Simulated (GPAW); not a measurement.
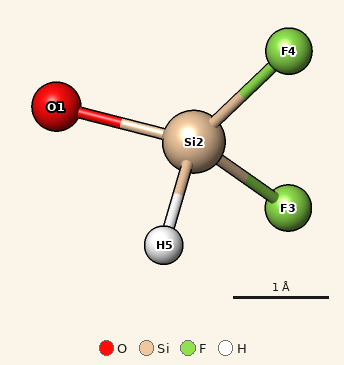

Figure 1. The input geometry (ball-and-stick view, seen at a tilt; atoms are numbered from 1 in the order of the input).

# Property calculation, with input and output: SiHOF$_{2}$

SiHOF$_{2}$, multiplicity 2, computed with BEEF-vdW/plane waves, UKS, scalar-relativistic datasets (GPAW 26.7.0).

The geometry comes from this level: GFN2-xTB.

## Input (gs.py)
```python
from ase import Atoms
from ase.dft.bee import BEEFEnsemble
from gpaw import GPAW, PW

# Structure
atoms = Atoms(['O', 'Si', 'F', 'F', 'H'],
    positions=[[ -0.643630,   0.351360,   1.441190],
               [ -0.090370,  -0.061670,   0.077050],
               [  0.844820,  -1.326180,  -0.155780],
               [ -0.949550,  -0.075860,  -1.260960],
               [  0.838730,   1.112360,  -0.101500]])
atoms.set_cell([13.0, 13.0, 13.0])
atoms.center()
atoms.pbc = True
atoms.set_initial_magnetic_moments([0.25, 0.25, 0.25, 0.25, 0.0])

# GPAW settings
calc = GPAW(mode=PW(450),
            maxiter=150,
            symmetry='off',
            xc='BEEF-vdW',
            occupations={'name': 'fermi-dirac', 'width': 0.0, 'fixmagmom': True},
            txt='-')
atoms.calc = calc

energy = atoms.get_potential_energy()
print(f'Energy = {energy:.5f} eV')
print('Moments:', atoms.get_magnetic_moments().round(3))

ensemble = BEEFEnsemble(atoms).get_ensemble_energies(2000)
spread = ensemble.std()
print(f'Ensemble spread = {spread:.3f} eV')
```

Run on 1 thread of Arm Neoverse V2, 24 GiB of memory available, shared host.

Command:
```bash
python gs.py > gs.log
```

## The program's output
```
__  _  _
 | _ |_)|_||  |
 |__||  | ||/\| - 26.7.0

units:  Angstrom and eV
cores:  1
OpenMP: False

Versions:
  Python: 3.12.14
  ASE:    3.29.0
  Numpy:  2.5.5
  Scipy:  1.18.1
  Libxc:  7.0.0

        _gpaw.cpython-312-aarch64-linux-gnu.so

Input parameters:
  mode=PW(ecut=450.00000000000006),
  maxiter=150,
  occupations=Occupations(name='fermi-dirac', width=0.0, fixmagmom=True),
  symmetry=Symmetry(point_group=False, time_reversal=False),
  xc=XC(name='BEEF-vdW')

Diagonalizing LCAO Hamiltonian
Converting LCAO to pw mode
         .-------------------------------.
        /|                               |
       / |                               |
      /  |                               |
     /   |                               |
    /    |                               |
   /     |                               |
  /      |                               |
 *       |                               |
 |       |                               |
 |       |          O                    |
 |       |              H                |
 |       |           Si                  |
 |       |            F                  |
 |       |         F                     |
 |       |                               |
 |       .-------------------------------.
 |      /                               /
 |     /                               /
 |    /                               /
 |   /                               /
 |  /                               /
 | /                               /
 |/                               /
 *-------------------------------*

Atoms  # Å, Bohr magnetons
|   | symbol |        x |        y |        z |    initial magnetic moments |
|---|--------|----------|----------|----------|-----------------------------|
| 0 |      O | 5.908735 | 6.958270 | 7.851075 | ( 0.0000,  0.0000,  0.2500) |
| 1 |     Si | 6.461995 | 6.545240 | 6.486935 | ( 0.0000,  0.0000,  0.2500) |
| 2 |      F | 7.397185 | 5.280730 | 6.254105 | ( 0.0000,  0.0000,  0.2500) |
| 3 |      F | 5.602815 | 6.531050 | 5.148925 | ( 0.0000,  0.0000,  0.2500) |
| 4 |      H | 7.391095 | 7.719270 | 6.308385 | ( 0.0000,  0.0000,  0.0000) |

Unit cell  # Å
| periodic |         x |         y |         z |   lengths |    angles |
|----------|-----------|-----------|-----------|-----------|-----------|
|      yes | 13.000000 |  0.000000 |  0.000000 | 13.000000 | 90.000000 |
|      yes |  0.000000 | 13.000000 |  0.000000 | 13.000000 | 90.000000 |
|      yes |  0.000000 |  0.000000 | 13.000000 | 13.000000 | 90.000000 |

Number of symmetries: 1
Symmetry operations  # r_c * U_cc + t_c -> r_c
|   | kind |            matrix            |
|---|------|------------------------------|
| 0 |  E   |  1, 0, 0,  0, 1, 0,  0, 0, 1 |

BZ-sampling:
  Number of BZ points: 1
  Number of IBZ points: 1

  Monkhorst-Pack size: [1, 1, 1]
  Monkhorst-Pack shift: [0, 0, 0]

K-points  # in reciprocal-cell coordinates
|   |                                coordinates |     weight |
|---|--------------------------------------------|------------|
| 0 | (  0.00000000,   0.00000000,   0.00000000) | 1.00000000 |

Plane wave coefficients: 23749
Cutoff: 450.00000000000006 eV

Spin-components: 2 (collinear spins)
Bands:           17
Projectors:      23
Spin-degeneracy: 1
Datatype:        float64

  Storage: CPU
  Wave functions: 12_919_456 bytes (12_919_456 per core)
  Projectors: 12_159_488 bytes (12_159_488 per core)

Parallelization:
  kpt:    1
  domain: 1
  band:   1

Density:
  Valence electrons: 25.0
  Components: 2
  Grid points: [64 64 64]
  Charge: 0.0  # |e|

Potential:
  Grid points: [64 64 64]

species:
  O:
    name:    Oxygen
    Z:       8.0
    valence: 6
    core:    2
    charge:  0.0  # [|e|]
    file:    O.PBE.gz
    compensation charges:
      type: gauss
      rc: 0.21  # [Å]
      lmax: 2
    cutoffs:
      filter: 1.17  # [Å]
      core: 0.83  # [Å]
    projectors
    | kind |    occ | energy [eV] | rcut [Å] |
    |------|--------|-------------|----------|
    |   2s |  2.000 |     -23.961 |    0.688 |
    |   2p |  4.000 |      -9.029 |    0.598 |
    |    s |        |       3.251 |    0.688 |
    |    p |        |      18.182 |    0.598 |
    |    d |        |       0.000 |    0.619 |

    Using partial waves for O as LCAO basis

  Si:
    name:    Silicon
    Z:       14.0
    valence: 4
    core:    10
    charge:  0.0  # [|e|]
    file:    Si.PBE.gz
    compensation charges:
      type: gauss
      rc: 0.33  # [Å]
      lmax: 2
    cutoffs:
      filter: 1.86  # [Å]
      core: 2.06  # [Å]
    projectors
    | kind |    occ | energy [eV] | rcut [Å] |
    |------|--------|-------------|----------|
    |   3s |  2.000 |     -10.812 |    1.058 |
    |   3p |  2.000 |      -4.081 |    1.058 |
    |    s |        |      16.399 |    1.058 |
    |    p |        |      23.130 |    1.058 |
    |    d |        |       0.000 |    1.058 |

    Using partial waves for Si as LCAO basis

  F:
    name:    Fluorine
    Z:       9.0
    valence: 7
    core:    2
    charge:  0.0  # [|e|]
    file:    F.PBE.gz
    compensation charges:
      type: gauss
      rc: 0.20  # [Å]
      lmax: 2
    cutoffs:
      filter: 1.14  # [Å]
      core: 0.74  # [Å]
    projectors
    | kind |    occ | energy [eV] | rcut [Å] |
    |------|--------|-------------|----------|
    |   2s |  2.000 |     -29.898 |    0.635 |
    |   2p |  5.000 |     -11.110 |    0.635 |
    |    s |        |      -2.687 |    0.635 |
    |    p |        |      16.102 |    0.635 |
    |    d |        |       0.000 |    0.635 |

    Using partial waves for F as LCAO basis

  H:
    name:    Hydrogen
    Z:       1.0
    valence: 1
    core:    0
    charge:  0.0  # [|e|]
    file:    H.PBE.gz
    compensation charges:
      type: gauss
      rc: 0.15  # [Å]
      lmax: 2
    cutoffs:
      filter: 0.85  # [Å]
      core: 0.53  # [Å]
    projectors
    | kind |    occ | energy [eV] | rcut [Å] |
    |------|--------|-------------|----------|
    |   1s |  1.000 |      -6.494 |    0.476 |
    |    s |        |      20.717 |    0.476 |
    |    p |        |       0.000 |    0.476 |

    Using partial waves for H as LCAO basis

Reference energy: -15367.848284  # eV

eigensolver:
  PPCG
  Converge bands: occupied
  niter=2

density mixing:
  MSR1-Mixer
  Pratt-step length: 0.05
  Maximum mixing coefficient: 0.75
  Old densities: 10
  SVD Regularization: 0.005
  Good broyden scale: 1.0
  Trust region scale: 1.0
  Backstep threshold: 4.0
  History deletion threshold: 6.0
  Fourier metric: weight=20.0, sigma=0.015

occupation numbers:
  Fixed magnetic moment: 1.000
  # Zero width

poisson solver:
  ecut: 3600.0000000000005  # eV

xc functional:
  name: BEEF-vdW with 2 nearest neighbor stencil

Initialization done in: 8.792 s

convergence criteria:
- Maximum [total energy] change in last 3 cyles: 0.0005 eV / valence electron
- Maximum integral of absolute [dens]ity change: 0.0001 electrons / valence electron
- Maximum integral of absolute [eigenst]ate change: 4e-08 eV^2 / valence electron
maximum number of iterations: 150

SCF iterations
|iter     |     time |      energy | eigst |  dens |  magmom |
|---------|----------|-------------|-------|-------|---------|
|iter:   1| 00:00:09 |  -91.807039 | +0.02 |       |  +0.9973|
|iter:   2| 00:00:17 |  -91.093893 | -1.68 | -0.69 |  +0.9974|
|iter:   3| 00:00:24 |  -89.683470 | -0.56 | -0.74 |  +0.9986|
|iter:   4| 00:00:31 |  -89.693409 | -1.75 | -1.11 |  +0.9992|
|iter:   5| 00:00:39 |  -89.739402 | -2.47 | -1.35 |  +0.9997|
|iter:   6| 00:00:46 |  -89.758788 | -3.03 | -1.71 |  +1.0000|
|iter:   7| 00:00:54 |  -89.760435 | -3.96 | -2.38 |  +1.0000|
|iter:   8| 00:01:01 |  -89.760633c| -4.60 | -2.75 |  +1.0000|
|iter:   9| 00:01:09 |  -89.760650c| -5.70 | -3.33 |  +1.0000|
|iter:  10| 00:01:16 |  -89.760652c| -6.77 | -3.78 |  +1.0000|
|iter:  11| 00:01:24 |  -89.760653c| -7.33 | -4.30c|  +1.0000|
|iter:  12| 00:01:31 |  -89.760653c| -7.66c| -4.81c|  +1.0000|

Converged in 12 steps
SCF loop duration: 82.272 s (6.856 s/step)
Energy contributions relative to reference atoms: (reference = -15367.848284)

Energy contributions:
  Kinetic:          42.895856
  Coulomb:         -38.463763
  Zero:              0.396436
  External:          0.000000
  Xc:              -94.589181
  Entropy:           0.000000
  Spinorbit:         0.000000
  ----------------------------
  Free energy:     -89.760653
  Extrapolated:    -89.760653

dipole moment: (0.079847, 0.082993, -0.034093)  # |e|*Ang

Total magnetic moment: (0.000000, 0.000000, 1.000000)

Local magnetic moments
|        x |        y |        z |
|----------|----------|----------|
| 0.000000 | 0.000000 | 0.412212 |  # O    0
| 0.000000 | 0.000000 | 0.024174 |  # Si   1
| 0.000000 | 0.000000 | 0.011942 |  # F    2
| 0.000000 | 0.000000 | 0.011893 |  # F    3
| 0.000000 | 0.000000 | 0.085860 |  # H    4

Fermi levels: -4.499, -8.307
Eigenvalues  # (at kpt = [0.000, 0.000, 0.000])
| band index |      eig [eV] | occ [0-1] |      eig [eV] | occ [0-1] |
|------------|---------------|-----------|---------------|-----------|
|          0 |       -31.139 |     1.000 |       -31.109 |     1.000 |
|        ... |               |           |               |           |
|          5 |       -12.604 |     1.000 |       -12.229 |     1.000 |
|          6 |       -11.893 |     1.000 |       -11.795 |     1.000 |
|          7 |       -11.278 |     1.000 |       -10.992 |     1.000 |
|          8 |       -11.017 |     1.000 |       -10.729 |     1.000 |
|          9 |       -10.623 |     1.000 |       -10.591 |     1.000 |
|         10 |       -10.414 |     1.000 |        -9.671 |     1.000 |
|         11 |        -9.416 |     1.000 |        -8.955 |     1.000 |
|         12 |        -9.358 |     1.000 |        -7.659 |     0.000 |
|         13 |        -1.339 |     0.000 |        -1.179 |     0.000 |
|         14 |        -0.249 |     0.000 |        -0.182 |     0.000 |
|         15 |        -0.234 |     0.000 |        -0.146 |     0.000 |
|         16 |         0.050 |     0.000 |         0.120 |     0.000 |

Gap: 6.319 eV
Transition (v -> c):
  (s=1, k=0, n=12, [0.00, 0.00, 0.00]) -> (s=0, k=0, n=13, [0.00, 0.00, 0.00])
No difference between direct/indirect transitions
Energy = -89.76065 eV
Moments: [0.412 0.024 0.012 0.012 0.086]
beefvdw ensemble started
beefvdw ensemble finished
Ensemble spread = 90.994 eV
```

## Key numbers

| quantity | value |
| --- | --- |
| outcome | converged |
| energy relative to the program's reference atoms | −89.7607 eV |
| dipole moment | 0.58 D |
| wall time | 2.1 min |
| peak memory | 2 GiB |
